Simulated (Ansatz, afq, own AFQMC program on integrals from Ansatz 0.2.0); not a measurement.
# NHO (triplet): AFQMC on the coupled-cluster ladder at distance N1–O2 = 1.213 Å, cc-pVDZ

How near does AFQMC come to the top of the ladder for NHO (triplet)?

Computed with Ansatz 0.2.0, Gaussian basis, and an in-house AFQMC program (afq) on its integrals; all values are calculated. Level: cc-pVDZ, frozen cores.

The runs, in order: PBE (unrestricted); r2SCAN (unrestricted); PBE0 (unrestricted); B3LYP (unrestricted); wB97M-V (unrestricted); B2PLYP (unrestricted); CCSD(T) on UHF; CCSDT(Q) on UHF; Phaseless AFQMC, CISD trial on UHF; Phaseless AFQMC, single-determinant trial on UHF; Free-projection AFQMC, CISD trial on UHF.

## (1) The system

The geometry derives from a PBE0/def2-TZVP stationary point (not a proven minimum). One bond is set to the value named and the two fragments are kept rigid.

3 atoms, charge 0, spin multiplicity 3.

Atoms are counted from 1 here; the program's logs count them from 0.

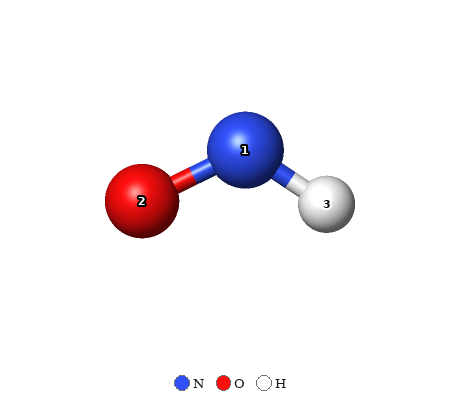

The geometry (nitrogen blue, oxygen red, hydrogen white); atoms are numbered from 1 in the order of the file.

Geometry (Å):

```csv
atom,x (Å),y (Å),z (Å)
N1,0.0000,-0.1231,0.5972
O2,0.0000,0.0652,-0.6011
H3,0.0000,0.6766,1.2433
```

## (2) PBE (unrestricted)

The input, in.yaml:

```yaml
crystal:
  periodic: [false, false, false]
  atoms:
    - {symbol: N, position_ang: [0.000000, -0.123149, 0.597204]}
    - {symbol: O, position_ang: [0.000000, 0.065186, -0.601149]}
    - {symbol: H, position_ang: [0.000000, 0.676603, 1.243294]}
basis:
  gaussian: {orbitals: cc-pVDZ}
magnetization: {spin_polarized: true, initial_magnetization: 2}
hamiltonian: {xc: {name: PBE}}
output: {orbitals: {seedname: orbitals}}
```

Command:

```bash
ansatz run in.yaml --threads 1 --pin off --events-out ev --progress --plain --max-ram 1382MiB
```

What it wrote:

```text
Functional definition: PBE
  name "PBE"
  cite "Perdew, Burke & Ernzerhof, Phys. Rev. Lett. 77, 3865 (1996) doi:10.1103/PhysRevLett.77.3865"
  parent pbe
  parameter kappa = 0.804
  parameter beta = 0.06672455060314922
  exchange = pbe_x(kappa = kappa, mu = beta*pi^2/3)
  correlation = pbe_c(beta = beta)
391 factors; their error is unknown
mean field evaluation 1: about -3544.9030 eV, gradient 1.9e1 eV
mean field evaluation 2: about -3543.8672 eV, gradient 2.5e1 eV
mean field evaluation 4: about -3546.4664 eV, gradient 1.8e0 eV
mean field evaluation 8: about -3546.4574 eV, gradient 7.9e-3 eV
mean field -3546.45737945 eV, -130.3299048195 hartree, gradient 1.3e-5 eV, S^2 2.002665; 0 other end points of the search recorded, 0 dependent functions left out
reference -3546.45739434 eV, -130.3299053667 hartree; 9, 7 occupied and 24, 26 virtual orbitals, 391 factors
Total energy: -3546.45739434 eV, -130.3299053667 hartree
```

It took 0.39 s on 1 thread of Arm Neoverse V2, shared host.

From the report: ⟨S²⟩ of the determinant 2.003 (pure triplet: 2.00).

## (3) r2SCAN (unrestricted)

in.yaml, as its differences from that of step 2:

```diff
@@ -9,3 +9,2 @@
 magnetization: {spin_polarized: true, initial_magnetization: 2}
-hamiltonian: {xc: {name: PBE}}
-output: {orbitals: {seedname: orbitals}}
+hamiltonian: {xc: {name: r2SCAN}}
```

The command is unchanged.

What it wrote:

```text
Functional definition: r2SCAN
  name "r2SCAN"
  cite "Furness, Kaplan, Ning, Perdew & Sun, J. Phys. Chem. Lett. 11, 8208 (2020) doi:10.1021/acs.jpclett.0c02405"
  cite "Furness, Kaplan, Ning, Perdew & Sun, J. Phys. Chem. Lett. 11, 9248 (2020) doi:10.1021/acs.jpclett.0c03077"
  parent r2scan
  parameter k0 = 0.174
  parameter k1 = 0.065
  parameter a1 = 4.9479
  exchange = r2scan_x(k0 = k0, k1 = k1, a1 = a1)
  correlation = r2scan_c
391 factors; their error is unknown
mean field evaluation 1: about -3547.2714 eV, gradient 1.7e1 eV
mean field evaluation 2: about -3547.1615 eV, gradient 1.8e1 eV
mean field evaluation 4: about -3548.4628 eV, gradient 2.0e0 eV
mean field evaluation 8: about -3548.4592 eV, gradient 1.1e-2 eV
mean field -3548.45918732 eV, -130.4034699019 hartree, gradient 6.1e-5 eV, S^2 2.006642; 0 other end points of the search recorded, 0 dependent functions left out
reference -3548.45919133 eV, -130.4034700494 hartree; 9, 7 occupied and 24, 26 virtual orbitals, 391 factors
Total energy: -3548.45919133 eV, -130.4034700494 hartree
```

Wall time 0.96 s (1 thread of Arm Neoverse V2, shared host).

From the report: ⟨S²⟩ of the determinant 2.007 (pure triplet: 2.00).

## (4) PBE0 (unrestricted)

in.yaml, as its differences from that of step 3:

```diff
@@ -9,2 +9,3 @@
 magnetization: {spin_polarized: true, initial_magnetization: 2}
-hamiltonian: {xc: {name: r2SCAN}}
+hamiltonian: {xc: {name: PBE0}}
+output: {orbitals: {seedname: orbitals}}
```

The command is unchanged.

What it wrote:

```text
Functional definition: PBE0
  name "PBE0"
  cite "Adamo & Barone, J. Chem. Phys. 110, 6158 (1999) doi:10.1063/1.478522"
  cite "Perdew, Burke & Ernzerhof, Phys. Rev. Lett. 77, 3865 (1996) doi:10.1103/PhysRevLett.77.3865"
  parent pbe
  parameter a = 0.25
  parameter kappa = 0.804
  parameter beta = 0.06672455060314922
  exchange = (1 - a)*pbe_x(kappa = kappa, mu = beta*pi^2/3) + a*exact_x
  correlation = pbe_c(beta = beta)
309 factors; integrals over basis functions are off by at most 1.3e-3 eV
mean field evaluation 1: about -3545.5166 eV, gradient 1.4e1 eV
mean field evaluation 2: about -3545.8701 eV, gradient 1.1e1 eV
mean field evaluation 4: about -3546.3345 eV, gradient 1.8e0 eV
mean field evaluation 8: about -3546.3438 eV, gradient 3.1e-2 eV
mean field evaluation 16: about -3546.3439 eV, gradient 5.0e-5 eV
mean field -3546.34386343 eV, -130.3257331828 hartree, gradient 5.0e-5 eV, S^2 2.006187; 0 other end points of the search recorded, 0 dependent functions left out
reference -3546.34387381 eV, -130.3257335644 hartree; 9, 7 occupied and 24, 26 virtual orbitals, 309 factors
Total energy: -3546.34387381 eV, -130.3257335644 hartree
```

Run time: 0.45 s. Hardware: 1 thread of Arm Neoverse V2, shared host.

From the report: ⟨S²⟩ of the determinant 2.006 (pure triplet: 2.00).

## (5) B3LYP (unrestricted)

in.yaml, as its differences from that of step 4:

```diff
@@ -9,3 +9,2 @@
 magnetization: {spin_polarized: true, initial_magnetization: 2}
-hamiltonian: {xc: {name: PBE0}}
-output: {orbitals: {seedname: orbitals}}
+hamiltonian: {xc: {name: B3LYP}}
```

Launched as before.

What it wrote (excerpt; [...] marks lines left out):

```text
Functional definition: B3LYP
  name "B3LYP"
  cite "Stephens, Devlin, Chabalowski & Frisch, J. Phys. Chem. 98, 11623 (1994) doi:10.1021/j100096a001"
  cite "Becke, Phys. Rev. A 38, 3098 (1988) doi:10.1103/PhysRevA.38.3098"
  cite "Lee, Yang & Parr, Phys. Rev. B 37, 785 (1988) doi:10.1103/PhysRevB.37.785"
  cite "Vosko, Wilk & Nusair, Can. J. Phys. 58, 1200 (1980) doi:10.1139/p80-159"
[...]
309 factors; integrals over basis functions are off by at most 1.3e-3 eV
[...]
mean field -3550.10073999 eV, -130.4637958500 hartree, gradient 4.1e-5 eV, S^2 2.005576; 0 other end points of the search recorded, 0 dependent functions left out
reference -3550.10085719 eV, -130.4638001570 hartree; 9, 7 occupied and 24, 26 virtual orbitals, 309 factors
Total energy: -3550.10085719 eV, -130.4638001570 hartree
```

Run time: 0.48 s. Hardware: 1 thread of Arm Neoverse V2, shared host.

From the report: ⟨S²⟩ of the determinant 2.006 (pure triplet: 2.00).

## (6) wB97M-V (unrestricted)

in.yaml, as its differences from that of step 5:

```diff
@@ -9,2 +9,3 @@
 magnetization: {spin_polarized: true, initial_magnetization: 2}
-hamiltonian: {xc: {name: B3LYP}}
+hamiltonian: {xc: {name: wB97M-V}}
+output: {orbitals: {seedname: orbitals}}
```

Same command.

What it wrote (excerpt; [...] marks lines left out):

```text
Functional definition: wB97M-V
  name "wB97M-V"
  cite "Mardirossian & Head-Gordon, J. Chem. Phys. 144, 214110 (2016) doi:10.1063/1.4952647"
  cite "Becke, J. Chem. Phys. 107, 8554 (1997) doi:10.1063/1.475007"
  cite "Vydrov & Van Voorhis, J. Chem. Phys. 133, 244103 (2010) doi:10.1063/1.3521275"
  # Of w^i u^j: cxij and so on, Table III.
[...]
  gx(w, u) = 1 - cx + cx01*u + cx10*w
  gss(w, u) = css00 + css04*u^4 + css10*w + css20*w^2 + css43*w^4*u^3
  gos(w, u) = cos00 + cos10*w + (cos20 + cos21*u)*w^2 + (cos60 + cos61*u)*w^6
[...]
      + integral(e_c_pw_mod_opposite_spin*gos(b97_w_opposite, b97_u_opposite)) + vv10(b, c)
309 factors; integrals over basis functions are off by at most 1.3e-3 eV
75 factors; integrals over basis functions are off by at most 7.5e-6 eV
[...]
mean field -3548.92796218 eV, -130.4206970603 hartree, gradient 5.8e-5 eV, S^2 2.005344; 0 other end points of the search recorded, 0 dependent functions left out
reference -3548.92797807 eV, -130.4206976442 hartree; 9, 7 occupied and 24, 26 virtual orbitals, 309 factors
Total energy: -3548.92797807 eV, -130.4206976442 hartree
```

Wall time 1.6 s (1 thread of Arm Neoverse V2, shared host).

From the report: ⟨S²⟩ of the determinant 2.005 (pure triplet: 2.00).

## (7) B2PLYP (unrestricted)

in.yaml, as its differences from that of step 6:

```diff
@@ -9,3 +9,3 @@
 magnetization: {spin_polarized: true, initial_magnetization: 2}
-hamiltonian: {xc: {name: wB97M-V}}
-output: {orbitals: {seedname: orbitals}}
+hamiltonian: {xc: {name: B2PLYP}}
+correlation: {electrons: outside_noble_gas}
```

The command is unchanged.

What it wrote (excerpt; [...] marks lines left out):

```text
Functional definition: B2PLYP
  name "B2PLYP"
  cite "Grimme, J. Chem. Phys. 124, 034108 (2006) doi:10.1063/1.2148954"
  cite "Becke, Phys. Rev. A 38, 3098 (1988) doi:10.1103/PhysRevA.38.3098"
  cite "Lee, Yang & Parr, Phys. Rev. B 37, 785 (1988) doi:10.1103/PhysRevB.37.785"
[...]
309 factors; integrals over basis functions are off by at most 1.3e-3 eV
[...]
mean field -3544.08316850 eV, -130.2426541765 hartree, gradient 1.0e-6 eV, S^2 2.012648; 0 other end points of the search recorded, 0 dependent functions left out
2 core orbitals not correlated: weight in the atoms' cores, before any rotation towards them, 1.000 or more for the frozen orbitals, at most 0.000 for the correlated occupied ones
reference -3544.08324021 eV, -130.2426568117 hartree; 7, 5 occupied and 24, 26 virtual orbitals, 309 factors
second order -10.70723013 eV of doubles, -0.00000000 eV of singles
Total energy: -3546.97419234 eV, -130.3488973432 hartree
```

Wall time 0.57 s (1 thread of Arm Neoverse V2, shared host).

From the report: ⟨S²⟩ of the determinant 2.013 (pure triplet: 2.00).

## (8) CCSD(T) on UHF

in.yaml, as its differences from that of step 7:

```diff
@@ -9,3 +9,2 @@
 magnetization: {spin_polarized: true, initial_magnetization: 2}
-hamiltonian: {xc: {name: B2PLYP}}
-correlation: {electrons: outside_noble_gas}
+correlation: {method: ccsd_t, electrons: outside_noble_gas, hamiltonian_folder: ham}
```

Launched as before.

What it wrote (excerpt; [...] marks lines left out):

```text
Functional definition: HF
  name "HF"
  cite "Fock, Z. Phys. 61, 126 (1930) doi:10.1007/BF01340294"
  parent pbe
[...]
309 factors; integrals over basis functions are off by at most 1.3e-3 eV
[...]
mean field -3532.09633861 eV, -129.8021463031 hartree, gradient 1.1e-6 eV, S^2 2.025807; 0 other end points of the search recorded, 0 dependent functions left out
2 core orbitals not correlated: weight in the atoms' cores, before any rotation towards them, 1.000 or more for the frozen orbitals, at most 0.000 for the correlated occupied ones
reference -3532.09633861 eV, -129.8021463031 hartree; 7, 5 occupied and 24, 26 virtual orbitals, 309 factors
second order -8.46251928 eV of doubles, -0.00000000 eV of singles
cycle   1  -8.58798501 eV  change   -1.3e-1 eV  update   7.9e-2
[...]
cycle  11  -8.99184199 eV  change   -3.5e-6 eV  update   7.1e-6
perturbative correction -0.24394184 eV, -0.0089646974 hartree
Total energy: -3541.33212245 eV, -130.1415550988 hartree
```

It took 0.54 s on 1 thread of Arm Neoverse V2, shared host.

From the report: ⟨S²⟩ of the determinant 2.026 (pure triplet: 2.00); correlation -9.2358 eV; T1 0.032; largest double amplitude 0.09.

This run also writes the integrals to the folder ham.

## (9) CCSDT(Q) on UHF

in.yaml, as its differences from that of step 8:

```diff
@@ -9,2 +9,2 @@
 magnetization: {spin_polarized: true, initial_magnetization: 2}
-correlation: {method: ccsd_t, electrons: outside_noble_gas, hamiltonian_folder: ham}
+correlation: {method: ccsdt_q, electrons: outside_noble_gas}
```

Launched as before.

What it wrote (excerpt; [...] marks lines left out):

```text
Functional definition: HF
  name "HF"
  cite "Fock, Z. Phys. 61, 126 (1930) doi:10.1007/BF01340294"
  parent pbe
[...]
568 factors; integrals over basis functions are off by at most 2.0e-7 eV
[...]
mean field -3532.09640641 eV, -129.8021487946 hartree, gradient 1.1e-6 eV, S^2 2.025807; 0 other end points of the search recorded, 0 dependent functions left out
2 core orbitals not correlated: weight in the atoms' cores, before any rotation towards them, 1.000 or more for the frozen orbitals, at most 0.000 for the correlated occupied ones
reference -3532.09640641 eV, -129.8021487946 hartree; 7, 5 occupied and 24, 26 virtual orbitals, 568 factors
second order -8.46252941 eV of doubles, -0.00000000 eV of singles
cycle   1  -8.58797861 eV  change   -1.3e-1 eV  update   8.7e-2
[...]
cycle  16  -9.24997212 eV  change    4.5e-7 eV  update   4.6e-7
perturbative correction -0.03447485 eV, -0.0012669275 hartree
Total energy: -3541.38085338 eV, -130.1433459276 hartree
```

Run time: 11 s. Hardware: 1 thread of Arm Neoverse V2, shared host; peak memory 0.27 GiB.

From the report: ⟨S²⟩ of the determinant 2.026 (pure triplet: 2.00); correlation -9.2844 eV; T1 0.033; largest double amplitude 0.10.

## (10) Phaseless AFQMC, CISD trial on UHF

It reads the integrals that the CCSD(T) run on this determinant wrote.

Command:

```bash
afq ham --method phaseless --trial cisd --walkers 60 --populations 1 --least-time 40 --time-step 0.005 --steps-per-block 50 --equilibration-blocks 28 --max-blocks 300 --target-error 0.00042 --factor-cut 1e-05 --start spin_pure --seed 9642 --release-times 0.24,0.51,0.99,1.62,2.4 --release-step 0.03 --release-every 4 --taylor-order 6
```

What it wrote:

```text
orbitals 31  electrons 7 5  factors 231 of 309
reference energy -129.80214630 Eh
CCSD correlation -0.33044399 Eh in 12 cycles, weight of the determinant in the CISD state 0.8837
energy of the start -130.131284 Eh
 block  time / (1/Eh)  mean weight  energy / Eh
     1     0.250  1.0004  -130.130397
     2     0.500  1.0002  -130.137968
     3     0.750  1.0043  -130.143006
     4     1.000  0.9972  -130.141742
     5     1.250  0.9981  -130.137461
     6     1.500  0.9976  -130.136291
     7     1.750  1.0005  -130.145297
     8     2.000  1.0022  -130.145058
     9     2.250  1.0012  -130.142395
    10     2.500  0.9994  -130.136584
    17     4.250  1.0016  -130.142023
    25     6.250  1.0010  -130.140330
    33     8.250  0.9999  -130.134708
    41    10.250  1.0000  -130.148703
    49    12.250  0.9952  -130.148810
    57    14.250  1.0009  -130.148236
    65    16.250  1.0005  -130.137493
    73    18.250  1.0000  -130.140340
    81    20.250  1.0011  -130.140006
    89    22.250  1.0000  -130.136865
    97    24.250  1.0002  -130.137366
   105    26.250  0.9987  -130.136497
   113    28.250  1.0030  -130.139922
   121    30.250  0.9989  -130.132232
   129    32.250  1.0025  -130.166109
   137    34.250  0.9986  -130.137998
   145    36.250  0.9992  -130.139075
   153    38.250  0.9971  -130.140499
   161    40.250  1.0014  -130.135072
   169    42.250  1.0004  -130.145114
   177    44.250  0.9984  -130.142540
   185    46.250  0.9979  -130.142563
   193    48.250  1.0009  -130.132487
   201    50.250  0.9994  -130.139416
   209    52.250  1.0008  -130.145233
   217    54.250  1.0004  -130.140891
   225    56.250  1.0035  -130.168301
   233    58.250  0.9987  -130.167433
   241    60.250  1.0016  -130.133594
   249    62.250  1.0016  -130.138085
   257    64.250  1.0004  -130.136566
   265    66.250  0.9983  -130.137894
   273    68.250  1.0011  -130.147868
   281    70.250  0.9975  -130.139963
   289    72.250  1.0013  -130.136818
   297    74.250  0.9983  -130.155657
   305    76.250  1.0041  -130.137690
   313    78.250  1.0022  -130.142533
   321    80.250  0.9980  -130.127357
blocks merged  error / Eh  count
     1  0.000509  300
     2  0.000583  150
     4  0.000613  75
     8  0.000608  37
    16  0.000647  18
    32  0.000767  9
released: time / (1/Eh)  energy / Eh  error  mean overlap
  0.24  -130.143203  0.000664  1.0014
  0.51  -130.143144  0.000556  0.9973
  0.99  -130.142349  0.000701  1.0015
  1.62  -130.143557  0.000647  0.9868
  2.40  -130.141519  0.001088  1.0099
energy -130.142967 +/- 0.000647 Eh
```

Wall time 4.8 min (1 thread of Arm Neoverse V2, shared host).

Energy -3541.3705 ± 0.0176 eV. Caveats: constraint bias not in the error; error above the target.

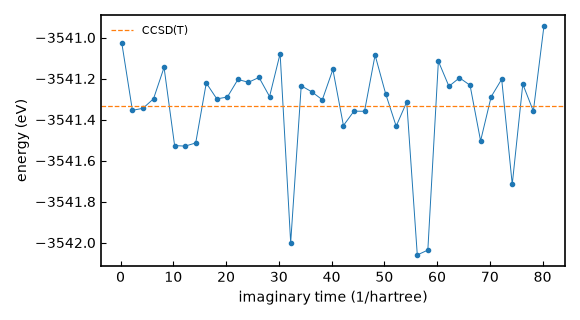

Block energies along the walk.

## (11) Phaseless AFQMC, single-determinant trial on UHF

It reads the integrals that the CCSD(T) run on this determinant wrote.

Command:

```bash
afq ham --method phaseless --trial hf --walkers 120 --populations 1 --least-time 40 --time-step 0.005 --steps-per-block 20 --equilibration-blocks 112 --max-blocks 600 --target-error 0.00126 --factor-cut 1e-05 --start spin_pure --seed 4076 --taylor-order 6
```

What it wrote:

```text
orbitals 31  electrons 7 5  factors 231 of 309
reference energy -129.80214630 Eh
CCSD correlation -0.33044399 Eh in 12 cycles, weight of the determinant in the CISD state 0.8837
energy of the start -129.802812 Eh
 block  time / (1/Eh)  mean weight  energy / Eh
     1     0.100  1.0017  -129.909024
     2     0.200  1.0057  -129.977343
     3     0.300  1.0032  -130.014683
     4     0.400  1.0028  -130.050185
     5     0.500  1.0023  -130.060461
     6     0.600  1.0026  -130.098617
     7     0.700  0.9998  -130.110678
     8     0.800  1.0060  -130.107233
     9     0.900  1.0002  -130.135020
    10     1.000  1.0020  -130.152775
    18     1.800  1.0023  -130.150075
    35     3.500  1.0019  -130.146986
    52     5.200  0.9965  -130.144114
    69     6.900  1.0017  -130.191418
    86     8.600  1.0012  -130.112806
   103    10.300  0.9980  -130.099995
   120    12.000  1.0016  -130.131472
   137    13.700  0.9987  -130.082635
   154    15.400  1.0015  -130.115477
   171    17.100  1.0007  -130.120614
   188    18.800  1.0005  -130.153475
   205    20.500  0.9988  -130.093256
   222    22.200  1.0005  -130.157831
   239    23.900  1.0026  -130.075605
   256    25.600  1.0010  -130.139371
   273    27.300  0.9988  -130.132927
   290    29.000  0.9991  -130.114537
   307    30.700  0.9954  -130.128408
   324    32.400  1.0026  -130.184091
   341    34.100  1.0024  -130.170192
   358    35.800  1.0023  -130.139280
   375    37.500  0.9985  -130.146129
   392    39.200  0.9979  -130.125977
   409    40.900  0.9965  -130.101176
   426    42.600  0.9998  -130.097977
   443    44.300  1.0005  -130.133936
   460    46.000  0.9971  -130.132743
   477    47.700  1.0018  -130.140773
   494    49.400  0.9985  -130.123349
   511    51.100  0.9998  -130.161536
   528    52.800  0.9994  -130.144457
   545    54.500  1.0012  -130.118888
   562    56.200  1.0017  -130.152612
   579    57.900  0.9976  -130.152964
   596    59.600  0.9996  -130.127988
   613    61.300  1.0004  -130.097691
   630    63.000  1.0019  -130.154922
   647    64.700  0.9997  -130.132740
   664    66.400  0.9986  -130.083031
   681    68.100  0.9987  -130.112945
   698    69.800  0.9985  -130.107616
blocks merged  error / Eh  count
     1  0.001238  600
     2  0.001578  300
     4  0.001949  150
     8  0.002282  75
    16  0.002619  37
    32  0.002496  18
    64  0.002216  9
energy -130.134620 +/- 0.002619 Eh
```

Wall time 3.1 min (1 thread of Arm Neoverse V2, shared host).

Energy -3541.1434 ± 0.0713 eV. Caveats: constraint bias not in the error; error above the target.

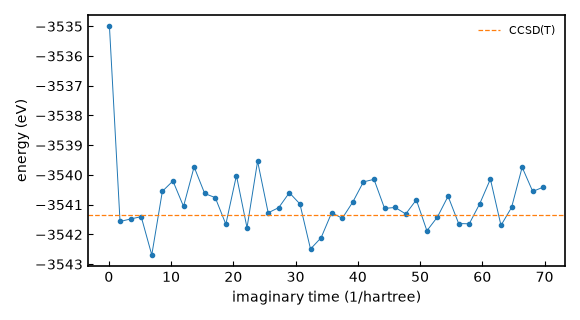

Block energies along the walk.

## (12) Free-projection AFQMC, CISD trial on UHF

It reads the integrals that the CCSD(T) run on this determinant wrote.

Command:

```bash
afq ham --method free --trial cisd --walkers 60 --time-step 0.03 --max-blocks 80 --target-error 0.00042 --factor-cut 1e-05 --seed 2371 --times 0,0.21,0.42,0.81,1.2,1.8,2.4,3 --taylor-order 8
```

What it wrote:

```text
orbitals 31  electrons 7 5  factors 231 of 309
reference energy -129.80214630 Eh
CCSD correlation -0.33044399 Eh in 12 cycles, weight of the determinant in the CISD state 0.8837
repeat  energy at the last time / Eh  error
    10  -130.146866  0.003115
    20  -130.146361  0.001851
    30  -130.145467  0.001499
    40  -130.145393  0.001252
    50  -130.145623  0.001158
    60  -130.145151  0.001099
    70  -130.144324  0.000996
    80  -130.144003  0.000911
time / (1/Eh)  energy / Eh  error  mean overlap
  0.00  -130.132472  0.000272  1.1310
  0.21  -130.139264  0.000351  1.1273
  0.42  -130.141240  0.000401  1.1278
  0.81  -130.142620  0.000429  1.1279
  1.20  -130.143551  0.000507  1.1186
  1.80  -130.142875  0.000584  1.1429
  2.40  -130.144839  0.000898  1.1355
  3.00  -130.144003  0.000911  1.1160
energy -130.144003 +/- 0.000911 Eh
```

It took 2.5 min on 1 thread of Arm Neoverse V2, shared host.

Energy -3541.3987 ± 0.0248 eV. Caveats: remainder of the start not in the error; error above the target.

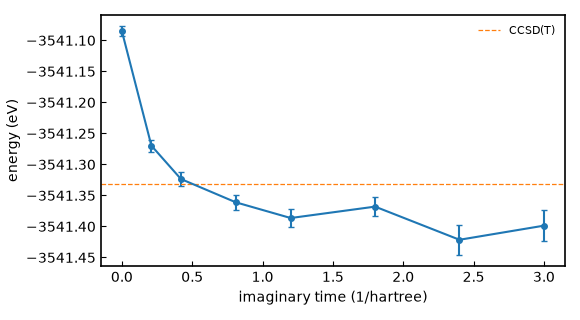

Energy against projection time, with error bars.

## (13) AFQMC on the ladder

On the UHF determinant, counted from CCSDT(Q) (a yardstick, not exact):

```csv
level,energy (eV),from CCSDT(Q) (meV),statistical error (meV),time
HF,-3532.0963,+9284.5,,
MP2,-3540.5589,+822.0,,
CCSD,-3541.0882,+292.7,,
CCSD(T),-3541.3321,+48.7,,
CCSDT(Q),-3541.3809,0.0,,
"Phaseless AFQMC, CISD trial, step 0.005, 60 walkers",-3541.3705,+10.3,17.6,4.8 min
"Phaseless AFQMC, single-determinant trial, step 0.005, 120 walkers",-3541.1434,+237.4,71.3,3.1 min
"Free-projection AFQMC, CISD trial, step 0.03, 60 walkers",-3541.3987,-17.9,24.8,2.5 min
```

The functionals' totals stand on their own zeros and serve differences with other points: PBE -3546.457 eV; r2SCAN -3548.459 eV; PBE0 -3546.344 eV; B3LYP -3550.101 eV; wB97M-V -3548.928 eV; B2PLYP -3546.974 eV.

## (14) Summary of results

| quantity | value |
| --- | --- |
| CCSD(T) on UHF from CCSDT(Q) | +48.7 meV |
| Phaseless AFQMC, CISD trial on UHF from CCSDT(Q) | +10.3 ± 17.6 meV |
| Phaseless AFQMC, single-determinant trial on UHF from CCSDT(Q) | +237.4 ± 71.3 meV |
| Free-projection AFQMC, CISD trial on UHF from CCSDT(Q) | -17.9 ± 24.8 meV |

What this shows: On UHF the phaseless walk with the CISD trial lies +10.3 meV from CCSDT(Q), within three error bars. Free projection has no constraint; at the last time it gives -17.9 ± 24.8 meV, and from a start that isn't spin pure other spins can mix in. Error bars are statistical and leave out the constraint, the time step and what remains of the start.
